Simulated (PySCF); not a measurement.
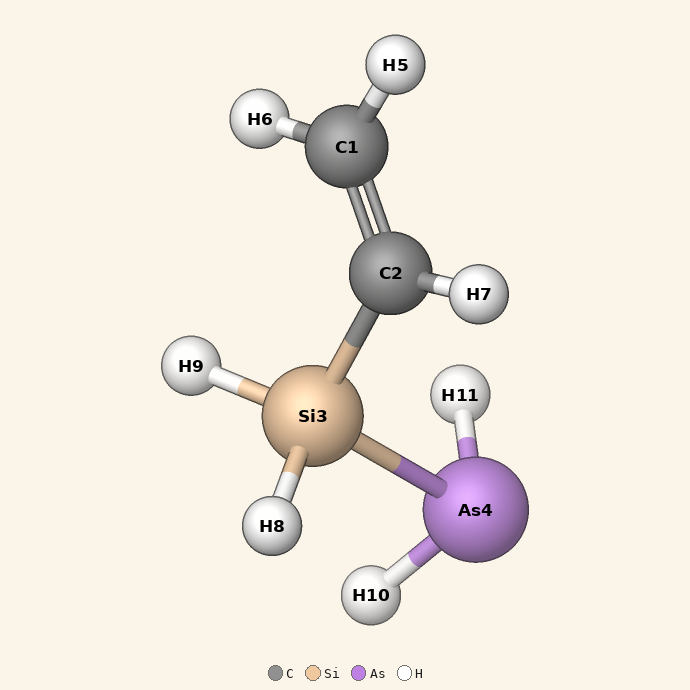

The computed structure is the end point of a PBE0-D3(BJ)/def2-SVP optimisation. No frequency run is at hand to confirm it as a minimum. Method: delta-SCF UKS SCAN, pcX-2 on the ionised atom, pcseg-1 elsewhere, spin-free X2C (PySCF 2.14.0).

Give the core-electron binding energies (to vacuum; p and d levels without spin–orbit splitting) of C1 1s, C2 1s, Si3 1s, Si3 2p.

```json
{"atom": "C1", "level": "1s", "binding energy (eV)": "290.4"}
{"atom": "C2", "level": "1s", "binding energy (eV)": "290.2"}
{"atom": "Si3", "level": "1s", "binding energy (eV)": "1846.3"}
{"atom": "Si3", "level": "2p", "binding energy (eV)": "106.7"}
```
